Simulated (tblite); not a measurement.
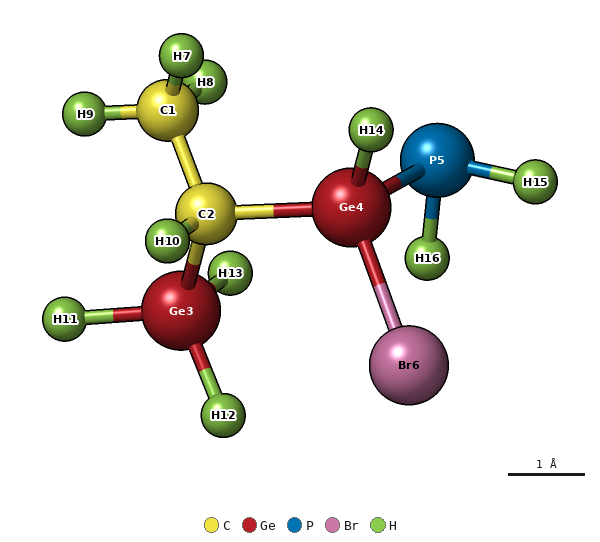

**Figure 1.** The input geometry (ball-and-stick view, seen at a tilt; atoms are numbered from 1 in the order of the input). Sticks mark near contacts. Bond lengths as drawn: Br–Ge 2.34 Å, C–C 1.51 Å, C–Ge 1.94 to 1.96 Å, C–H 1.11 to 1.12 Å, Ge–H 1.54 to 1.56 Å, Ge–P 2.27 Å and H–P 1.45 Å.

**Geometry relaxation of C₂H₁₀BrGe₂P**

System: C₂H₁₀BrGe₂P.
Method: GFN2-xTB geometry optimisation, gas phase (tblite 0.8.0).

It belongs to a series of runs on one base structure; here: H on Ge replaced by Br.

What the program printed:
```
step      E/eV     max force
  0    -540.60876    1.285
  1    -540.71517    0.785
  2    -540.77588    0.466
  3    -540.78990    0.396
  4    -540.80892    0.269
  5    -540.81615    0.258
  6    -540.82302    0.224
  7    -540.82776    0.186
  8    -540.83256    0.177
  9    -540.83597    0.155
 10    -540.83851    0.154
 11    -540.84077    0.160
 12    -540.84285    0.123
 13    -540.84421    0.095
 14    -540.84496    0.082
 15    -540.84545    0.063
 16    -540.84594    0.067
 17    -540.84652    0.087
 18    -540.84718    0.078
 19    -540.84783    0.056
 20    -540.84836    0.057
 21    -540.84877    0.057
 22    -540.84918    0.077
 23    -540.84968    0.076
 24    -540.85019    0.056
 25    -540.85057    0.049
 26    -540.85082    0.040
 27    -540.85110    0.044
 28    -540.85152    0.072
 29    -540.85204    0.072
 30    -540.85248    0.051
 31    -540.85276    0.050
 32    -540.85297    0.042
 33    -540.85320    0.049
 34    -540.85339    0.036
 35    -540.85350    0.024
 36    -540.85356    0.019
 37    -540.85363    0.022
 38    -540.85374    0.034
 39    -540.85389    0.054
 40    -540.85404    0.053
 41    -540.85412    0.033
 42    -540.85417    0.023
 43    -540.85422    0.023
 44    -540.85427    0.027
 45    -540.85433    0.028
 46    -540.85438    0.020
 47    -540.85442    0.016
 48    -540.85444    0.014
 49    -540.85446    0.014
 50    -540.85449    0.015
 51    -540.85452    0.016
 52    -540.85455    0.015
 53    -540.85457    0.014
 54    -540.85460    0.014
 55    -540.85462    0.013
 56    -540.85464    0.013
 57    -540.85465    0.011
 58    -540.85466    0.009
```

Trajectory as extended XYZ (Å, eV, eV/Å), 14 of the 59 frames kept, from step=0 to step=58:
```
16
Properties=species:S:1:pos:R:3:forces:R:3 step=0 energy=-540.60876
C    -1.1273    1.5365    0.0815   -0.4010   0.6540   0.0260
C    -0.6802    0.2152    0.6595   -0.5810  -0.0580   1.0230
Ge   -1.3300   -1.2749   -0.4082   -0.6600  -0.7970  -0.3670
Ge    1.2733    0.1519    0.7450    0.5670  -0.1520   0.2740
P     2.1712    0.2698   -1.3375    0.8210  -0.7760  -0.6120
Br    1.9547   -1.8326    1.7730   -0.0390   0.2260   0.1350
H    -0.7644    2.3822    0.7038   -0.1890  -0.3520  -0.3880
H    -0.7460    1.6675   -0.9485   -0.2090  -0.0260   0.4430
H    -2.2405    1.5776    0.0640    0.6720   0.0700  -0.1040
H    -1.0806    0.1042    1.7035    0.2300   0.0890  -0.6970
H    -2.8918   -1.2560   -0.4064    0.7530  -0.0420  -0.0530
H    -0.8387   -2.6158    0.1800   -0.2400   0.4720  -0.3300
H    -0.8383   -1.1180   -1.8584   -0.2080  -0.1030   0.4690
H     1.7839    1.3447    1.5898    0.0230  -0.1280   0.1520
H     3.5110   -0.0417   -0.8897   -0.8760   0.0840  -0.2710
H     1.8362   -1.1019   -1.6628    0.3370   0.8370   0.2990
16
Properties=species:S:1:pos:R:3:forces:R:3 step=4 energy=-540.80892
C    -1.1346    1.5413    0.0914   -0.0830   0.0680   0.0030
C    -0.7005    0.2061    0.6687    0.0150  -0.0650   0.2090
Ge   -1.3600   -1.3033   -0.4178    0.1060   0.1550   0.1050
Ge    1.2988    0.1463    0.7437   -0.0410   0.0610  -0.1720
P     2.2066    0.2550   -1.3841   -0.0790   0.2490  -0.0650
Br    1.9553   -1.8158    1.7947    0.0270   0.0930   0.1440
H    -0.7722    2.3799    0.6891    0.0010  -0.0240   0.0250
H    -0.7581    1.6654   -0.9234    0.0330  -0.0140  -0.0570
H    -2.2234    1.5916    0.0537   -0.0300   0.0560  -0.0110
H    -1.0825    0.1084    1.6944    0.0460  -0.0200  -0.1350
H    -2.8453   -1.2649   -0.4149   -0.1490  -0.0670  -0.0580
H    -0.8612   -2.5873    0.1502   -0.0570  -0.1040  -0.0670
H    -0.8596   -1.1305   -1.8185   -0.0620  -0.0600   0.0000
H     1.7925    1.3319    1.6099    0.0590  -0.1150   0.1110
H     3.4680   -0.0519   -0.9069    0.0960  -0.1200  -0.0400
H     1.8686   -1.0633   -1.6416    0.1180  -0.0930   0.0080
16
Properties=species:S:1:pos:R:3:forces:R:3 step=9 energy=-540.83597
C    -1.1427    1.5463    0.0930    0.0370  -0.0220   0.0100
C    -0.6992    0.2147    0.6806   -0.0290  -0.0380  -0.1320
Ge   -1.3638   -1.2915   -0.4005   -0.0910  -0.1000  -0.0750
Ge    1.3019    0.1578    0.7178    0.0190  -0.0070   0.0860
P     2.2156    0.2792   -1.4103    0.0530  -0.0770   0.0340
Br    1.9608   -1.7775    1.8335   -0.0040   0.1070   0.0190
H    -0.7742    2.3776    0.6932    0.0030   0.0750   0.0180
H    -0.7569    1.6601   -0.9221   -0.0110   0.0130   0.0090
H    -2.2302    1.6081    0.0492   -0.0230  -0.0020   0.0060
H    -1.0800    0.1027    1.6957    0.0250   0.0370   0.1120
H    -2.8598   -1.2837   -0.4308    0.0040  -0.0070   0.0050
H    -0.8831   -2.6054    0.1249   -0.0370  -0.0150  -0.0100
H    -0.8793   -1.1466   -1.8114   -0.0200   0.0030   0.0000
H     1.8089    1.2954    1.6411    0.0240  -0.0370   0.0180
H     3.4688   -0.0722   -0.9284    0.0820   0.0690  -0.0250
H     1.9056   -1.0561   -1.6369   -0.0320   0.0030  -0.0760
16
Properties=species:S:1:pos:R:3:forces:R:3 step=13 energy=-540.84421
C    -1.1437    1.5493    0.0947   -0.0170  -0.0190   0.0090
C    -0.7050    0.2118    0.6756    0.0050  -0.0280   0.0400
Ge   -1.3793   -1.3027   -0.4056    0.0200   0.0330   0.0170
Ge    1.3029    0.1620    0.7204   -0.0300  -0.0090  -0.0460
P     2.2285    0.2747   -1.4092    0.0070   0.0220   0.0100
Br    1.9637   -1.7441    1.8548    0.0260  -0.0570   0.0700
H    -0.7756    2.3845    0.6962   -0.0140  -0.0450  -0.0310
H    -0.7579    1.6618   -0.9209   -0.0170   0.0280   0.0230
H    -2.2328    1.6129    0.0501    0.0270  -0.0010   0.0080
H    -1.0688    0.1077    1.7047    0.0260   0.0130  -0.0900
H    -2.8730   -1.2924   -0.4357   -0.0250  -0.0010   0.0070
H    -0.8985   -2.6198    0.1150   -0.0340   0.0110  -0.0040
H    -0.8900   -1.1516   -1.8145   -0.0260   0.0000   0.0000
H     1.8200    1.2754    1.6571    0.0060   0.0510   0.0080
H     3.4898   -0.0652   -0.9416    0.0490   0.0170   0.0040
H     1.9121   -1.0554   -1.6526   -0.0020  -0.0140  -0.0250
16
Properties=species:S:1:pos:R:3:forces:R:3 step=18 energy=-540.84718
C    -1.1456    1.5450    0.0945    0.0110   0.0220  -0.0090
C    -0.7023    0.2092    0.6710    0.0060  -0.0290  -0.0120
Ge   -1.3862   -1.3008   -0.4049   -0.0190  -0.0190  -0.0290
Ge    1.3053    0.1575    0.7189    0.0590  -0.0290   0.0420
P     2.2393    0.2744   -1.4079   -0.0040   0.0320   0.0010
Br    1.9705   -1.7439    1.8813   -0.0140   0.0300   0.0000
H    -0.7774    2.3769    0.6950    0.0200   0.0330   0.0470
H    -0.7624    1.6690   -0.9186    0.0000  -0.0060  -0.0520
H    -2.2331    1.6117    0.0536   -0.0270  -0.0280   0.0050
H    -1.0625    0.1095    1.6976   -0.0090  -0.0170   0.0250
H    -2.8821   -1.2945   -0.4343    0.0050   0.0210   0.0150
H    -0.9148   -2.6224    0.1109   -0.0130   0.0050   0.0040
H    -0.9023   -1.1528   -1.8164   -0.0220   0.0000   0.0050
H     1.8217    1.2801    1.6593   -0.0290  -0.0060  -0.0480
H     3.5070   -0.0568   -0.9462   -0.0010  -0.0150   0.0030
H     1.9172   -1.0533   -1.6649    0.0370   0.0050   0.0020
16
Properties=species:S:1:pos:R:3:forces:R:3 step=22 energy=-540.84918
C    -1.1446    1.5448    0.0927    0.0180  -0.0220   0.0200
C    -0.6976    0.2052    0.6658    0.0010   0.0050   0.0000
Ge   -1.3950   -1.3011   -0.4078    0.0040   0.0020   0.0070
Ge    1.3159    0.1482    0.7231   -0.0650   0.0140  -0.0390
P     2.2488    0.2794   -1.4054    0.0050  -0.0050   0.0260
Br    1.9742   -1.7397    1.9050   -0.0040   0.0140   0.0000
H    -0.7760    2.3733    0.7015   -0.0080  -0.0080  -0.0260
H    -0.7675    1.6737   -0.9245   -0.0110  -0.0090   0.0390
H    -2.2349    1.6042    0.0581    0.0490  -0.0100   0.0050
H    -1.0588    0.1058    1.6939    0.0120  -0.0120  -0.0170
H    -2.8899   -1.2906   -0.4295   -0.0090   0.0300   0.0140
H    -0.9313   -2.6242    0.1088    0.0010  -0.0080   0.0030
H    -0.9177   -1.1537   -1.8192   -0.0100  -0.0060  -0.0240
H     1.8163    1.2845    1.6500   -0.0050   0.0060  -0.0150
H     3.5190   -0.0531   -0.9498   -0.0090  -0.0090   0.0020
H     1.9317   -1.0478   -1.6739    0.0320   0.0170   0.0050
16
Properties=species:S:1:pos:R:3:forces:R:3 step=27 energy=-540.85110
C    -1.1396    1.5393    0.0958   -0.0240   0.0090  -0.0040
C    -0.6932    0.1991    0.6603   -0.0160  -0.0310   0.0260
Ge   -1.4037   -1.3018   -0.4112    0.0030  -0.0060  -0.0130
Ge    1.3125    0.1429    0.7193    0.0350   0.0060  -0.0040
P     2.2601    0.2848   -1.3979    0.0070   0.0200  -0.0280
Br    1.9752   -1.7288    1.9264   -0.0080   0.0170  -0.0140
H    -0.7740    2.3692    0.7027    0.0190  -0.0020   0.0090
H    -0.7720    1.6744   -0.9221    0.0310  -0.0150  -0.0140
H    -2.2282    1.5935    0.0654   -0.0360   0.0130   0.0070
H    -1.0524    0.0966    1.6884    0.0010  -0.0150   0.0030
H    -2.8994   -1.2750   -0.4189    0.0010   0.0220   0.0100
H    -0.9474   -2.6280    0.1073   -0.0020   0.0060  -0.0110
H    -0.9374   -1.1572   -1.8286   -0.0130  -0.0130   0.0080
H     1.8072    1.2907    1.6331   -0.0070   0.0100  -0.0030
H     3.5294   -0.0518   -0.9492    0.0190   0.0060   0.0390
H     1.9553   -1.0389   -1.6821   -0.0100  -0.0280  -0.0090
16
Properties=species:S:1:pos:R:3:forces:R:3 step=31 energy=-540.85276
C    -1.1410    1.5323    0.0986    0.0160   0.0050   0.0090
C    -0.6929    0.1894    0.6583    0.0080   0.0070   0.0020
Ge   -1.4129   -1.3033   -0.4159   -0.0030   0.0020   0.0090
Ge    1.3140    0.1436    0.7107    0.0040   0.0050  -0.0160
P     2.2776    0.2892   -1.4012    0.0060  -0.0110   0.0060
Br    1.9739   -1.7126    1.9405    0.0070   0.0020  -0.0170
H    -0.7668    2.3607    0.7029   -0.0070  -0.0070   0.0340
H    -0.7661    1.6680   -0.9175   -0.0440  -0.0220  -0.0110
H    -2.2310    1.5897    0.0749    0.0290   0.0180  -0.0260
H    -1.0467    0.0803    1.6879    0.0010  -0.0030  -0.0080
H    -2.9074   -1.2506   -0.4049   -0.0090  -0.0050  -0.0020
H    -0.9624   -2.6311    0.1015   -0.0100  -0.0070  -0.0110
H    -0.9601   -1.1660   -1.8376   -0.0030  -0.0030   0.0060
H     1.7966    1.3009    1.6165    0.0040   0.0220   0.0090
H     3.5418   -0.0467   -0.9340    0.0020   0.0050   0.0190
H     1.9756   -1.0350   -1.6920    0.0000  -0.0090  -0.0030
16
Properties=species:S:1:pos:R:3:forces:R:3 step=36 energy=-540.85356
C    -1.1390    1.5299    0.1013   -0.0090   0.0030  -0.0030
C    -0.6911    0.1860    0.6571   -0.0050  -0.0080   0.0030
Ge   -1.4185   -1.3033   -0.4161   -0.0020  -0.0050  -0.0030
Ge    1.3156    0.1467    0.7053    0.0010   0.0070   0.0070
P     2.2874    0.2883   -1.4025   -0.0020   0.0070   0.0040
Br    1.9757   -1.7048    1.9422    0.0110   0.0000  -0.0160
H    -0.7642    2.3550    0.7097    0.0060   0.0000  -0.0070
H    -0.7717    1.6615   -0.9177    0.0070   0.0160  -0.0020
H    -2.2279    1.5922    0.0747   -0.0110  -0.0020   0.0110
H    -1.0436    0.0725    1.6867    0.0070   0.0070  -0.0040
H    -2.9128   -1.2413   -0.3991   -0.0040  -0.0100  -0.0020
H    -0.9722   -2.6346    0.0959   -0.0120  -0.0050  -0.0040
H    -0.9712   -1.1705   -1.8401   -0.0020   0.0040   0.0060
H     1.7927    1.3101    1.6101    0.0000   0.0040  -0.0060
H     3.5479   -0.0434   -0.9222    0.0010  -0.0100   0.0060
H     1.9853   -1.0354   -1.6967    0.0120  -0.0080   0.0100
16
Properties=species:S:1:pos:R:3:forces:R:3 step=40 energy=-540.85404
C    -1.1402    1.5281    0.1019   -0.0020   0.0130   0.0010
C    -0.6906    0.1832    0.6544   -0.0130   0.0020   0.0120
Ge   -1.4247   -1.3050   -0.4161    0.0060  -0.0060  -0.0040
Ge    1.3156    0.1521    0.7043    0.0110  -0.0310  -0.0410
P     2.2953    0.2876   -1.4012    0.0010   0.0050   0.0070
Br    1.9834   -1.7000    1.9359    0.0080   0.0050  -0.0050
H    -0.7604    2.3502    0.7112   -0.0040   0.0110   0.0000
H    -0.7745    1.6644   -0.9172   -0.0040   0.0000  -0.0040
H    -2.2293    1.5934    0.0796    0.0040  -0.0070   0.0080
H    -1.0386    0.0703    1.6856   -0.0070   0.0040  -0.0020
H    -2.9187   -1.2400   -0.3963   -0.0050  -0.0020  -0.0010
H    -0.9853   -2.6407    0.0901   -0.0030   0.0000   0.0030
H    -0.9798   -1.1714   -1.8402    0.0000   0.0040  -0.0030
H     1.7901    1.3191    1.6025    0.0000   0.0100   0.0120
H     3.5516   -0.0450   -0.9109    0.0090   0.0000   0.0050
H     1.9986   -1.0373   -1.6948   -0.0020  -0.0080   0.0120
16
Properties=species:S:1:pos:R:3:forces:R:3 step=45 energy=-540.85433
C    -1.1408    1.5289    0.1028   -0.0040  -0.0010   0.0030
C    -0.6920    0.1830    0.6539    0.0040  -0.0060   0.0040
Ge   -1.4278   -1.3061   -0.4165    0.0020   0.0060  -0.0010
Ge    1.3160    0.1511    0.6983   -0.0030   0.0170   0.0190
P     2.3016    0.2863   -1.4017    0.0040   0.0030  -0.0090
Br    1.9906   -1.6974    1.9305    0.0070  -0.0030   0.0000
H    -0.7598    2.3510    0.7116   -0.0020   0.0020  -0.0010
H    -0.7775    1.6657   -0.9172   -0.0070  -0.0020  -0.0010
H    -2.2298    1.5931    0.0842   -0.0040   0.0030   0.0010
H    -1.0385    0.0708    1.6857    0.0010   0.0010  -0.0070
H    -2.9223   -1.2407   -0.3958    0.0000   0.0010  -0.0020
H    -0.9919   -2.6441    0.0883    0.0020   0.0110   0.0010
H    -0.9835   -1.1705   -1.8412   -0.0020   0.0000   0.0040
H     1.7879    1.3227    1.5997   -0.0100  -0.0220  -0.0140
H     3.5555   -0.0452   -0.9040    0.0090   0.0000   0.0010
H     2.0045   -1.0397   -1.6899    0.0030  -0.0100   0.0010
16
Properties=species:S:1:pos:R:3:forces:R:3 step=49 energy=-540.85446
C    -1.1416    1.5289    0.1039   -0.0040  -0.0010  -0.0020
C    -0.6919    0.1824    0.6535   -0.0020   0.0050  -0.0050
Ge   -1.4297   -1.3054   -0.4169   -0.0030   0.0040   0.0010
Ge    1.3159    0.1519    0.6965    0.0000  -0.0110  -0.0090
P     2.3066    0.2853   -1.4028   -0.0020  -0.0100   0.0100
Br    1.9962   -1.6962    1.9277    0.0010   0.0040  -0.0030
H    -0.7598    2.3515    0.7118    0.0000  -0.0050  -0.0010
H    -0.7809    1.6659   -0.9170   -0.0050  -0.0010   0.0000
H    -2.2306    1.5930    0.0875   -0.0050   0.0020   0.0020
H    -1.0385    0.0705    1.6850    0.0030  -0.0040   0.0040
H    -2.9243   -1.2400   -0.3955    0.0010   0.0040  -0.0020
H    -0.9955   -2.6438    0.0877    0.0060   0.0080   0.0020
H    -0.9866   -1.1699   -1.8416    0.0010   0.0000   0.0000
H     1.7846    1.3220    1.5955    0.0020   0.0050   0.0090
H     3.5594   -0.0450   -0.8996   -0.0010   0.0010  -0.0040
H     2.0093   -1.0421   -1.6869    0.0080  -0.0010  -0.0020
16
Properties=species:S:1:pos:R:3:forces:R:3 step=54 energy=-540.85460
C    -1.1445    1.5290    0.1046   -0.0010   0.0030   0.0020
C    -0.6930    0.1827    0.6523   -0.0030  -0.0050   0.0060
Ge   -1.4325   -1.3031   -0.4177    0.0030  -0.0050  -0.0050
Ge    1.3152    0.1502    0.6935    0.0010   0.0090   0.0060
P     2.3111    0.2814   -1.4020   -0.0020   0.0060  -0.0120
Br    2.0024   -1.6939    1.9248   -0.0030  -0.0070   0.0050
H    -0.7601    2.3509    0.7115    0.0000   0.0040   0.0010
H    -0.7868    1.6656   -0.9173   -0.0050   0.0020  -0.0030
H    -2.2337    1.5938    0.0918    0.0010  -0.0010   0.0030
H    -1.0367    0.0687    1.6849    0.0020   0.0020  -0.0030
H    -2.9265   -1.2375   -0.3960   -0.0060   0.0030   0.0000
H    -0.9962   -2.6398    0.0882    0.0030  -0.0020   0.0020
H    -0.9894   -1.1690   -1.8423    0.0010   0.0020  -0.0030
H     1.7817    1.3211    1.5940    0.0020   0.0010   0.0010
H     3.5640   -0.0445   -0.8969   -0.0010  -0.0020   0.0020
H     2.0175   -1.0466   -1.6849    0.0060  -0.0100  -0.0020
16
Properties=species:S:1:pos:R:3:forces:R:3 step=58 energy=-540.85466
C    -1.1459    1.5295    0.1052    0.0000  -0.0020   0.0010
C    -0.6940    0.1828    0.6522    0.0060   0.0030  -0.0030
Ge   -1.4331   -1.3028   -0.4186    0.0010   0.0010   0.0020
Ge    1.3150    0.1506    0.6932    0.0050   0.0000  -0.0040
P     2.3120    0.2796   -1.4038   -0.0020  -0.0070   0.0030
Br    2.0040   -1.6948    1.9236   -0.0080   0.0030  -0.0010
H    -0.7604    2.3516    0.7113    0.0000   0.0010  -0.0020
H    -0.7909    1.6659   -0.9178   -0.0020   0.0010   0.0030
H    -2.2350    1.5942    0.0942   -0.0010   0.0000   0.0060
H    -1.0359    0.0684    1.6850   -0.0040   0.0010  -0.0010
H    -2.9277   -1.2363   -0.3969    0.0040  -0.0010  -0.0010
H    -0.9947   -2.6381    0.0893   -0.0020  -0.0020  -0.0020
H    -0.9893   -1.1680   -1.8430    0.0000   0.0000   0.0000
H     1.7814    1.3212    1.5947    0.0020   0.0000  -0.0010
H     3.5645   -0.0447   -0.8960   -0.0010   0.0050   0.0000
H     2.0223   -1.0502   -1.6841    0.0020  -0.0010   0.0000
```

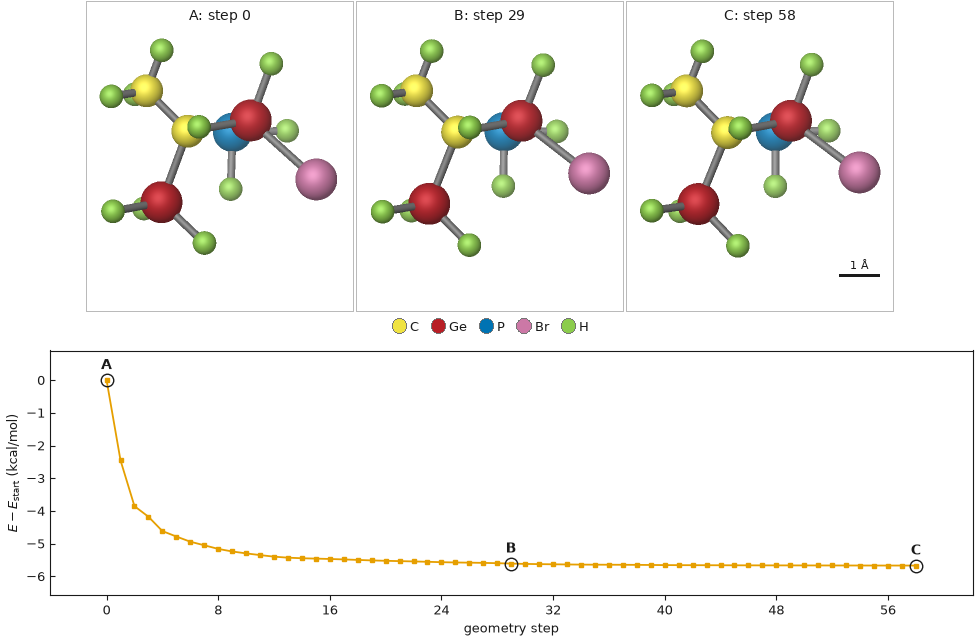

**Figure 2.** Frames of the relaxation (ball-and-stick view, seen at a tilt) above the curves, on which the letters mark them (steps are counted from 0).

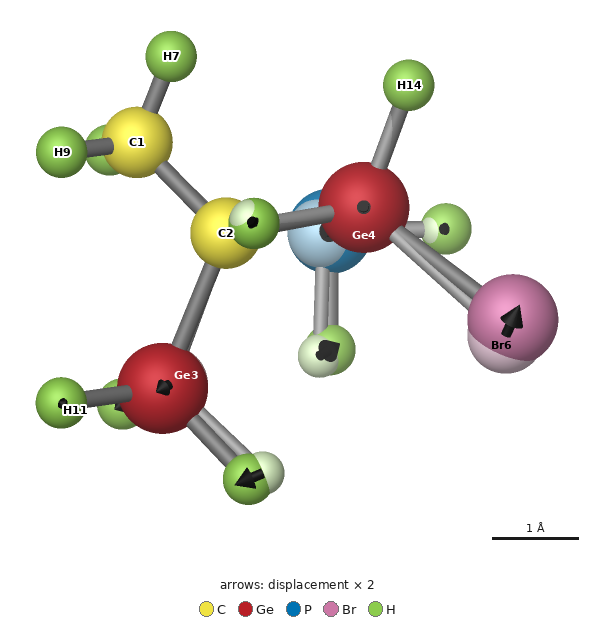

**Figure 3.** Start (faint) and end (solid) with the displacements as black arrows, magnified 2 times (ball-and-stick view, seen at a tilt). The two geometries are laid on each other by the best rigid fit. The energy falls by 5.67 kcal/mol in 58 geometry steps. Largest force component: 1 eV/Å at the start, 0.008 eV/Å at the end. The largest move after the best rigid fit is that of Br6, 0.21 Å. By element the largest moves are Br 0.21 Å, H 0.19 Å, P 0.16 Å, Ge 0.11 Å, C 0.04 Å. Distances before and after: Ge3–H11 1.562 → 1.496 Å, P5–H15 1.447 → 1.390 Å, Ge4–P5 2.271 → 2.326 Å, C2–Ge4 1.956 → 2.010 Å. Among the angles that change: Br6–Ge4–H14 108.5° → 101.7°, P5–Ge4–Br6 109.4° → 113.2°, C2–Ge4–P5 110.7° → 114.2°. (Atoms are counted from 1 in the order of the input.)

This output came from the following input.

Input file:
```
{"job": {"kind": "relax", "xc": "GFN2-xTB", "basis": "xTB"}, "charge": 0, "multiplicity": 1}
C     -1.127300     1.536500     0.081500
C     -0.680200     0.215200     0.659500
Ge    -1.330000    -1.274900    -0.408200
Ge     1.273300     0.151900     0.745000
P      2.171200     0.269800    -1.337500
Br     1.954700    -1.832600     1.773000
H     -0.764400     2.382200     0.703800
H     -0.746000     1.667500    -0.948500
H     -2.240500     1.577600     0.064000
H     -1.080600     0.104200     1.703500
H     -2.891800    -1.256000    -0.406400
H     -0.838700    -2.615800     0.180000
H     -0.838300    -1.118000    -1.858400
H      1.783900     1.344700     1.589800
H      3.511000    -0.041700    -0.889700
H      1.836200    -1.101900    -1.662800
```

The first line tells a small driver script what to run in tblite; the rest is the geometry in Å.

Launched with:
```bash
OMP_NUM_THREADS=1 python <driver script> task.json out
```

Key numbers:

- outcome: converged
- total energy: −540.8547 eV
- hardware: 1 CPU thread, shared host
- wall time: 1.8 s
- peak memory: 0.18 GiB
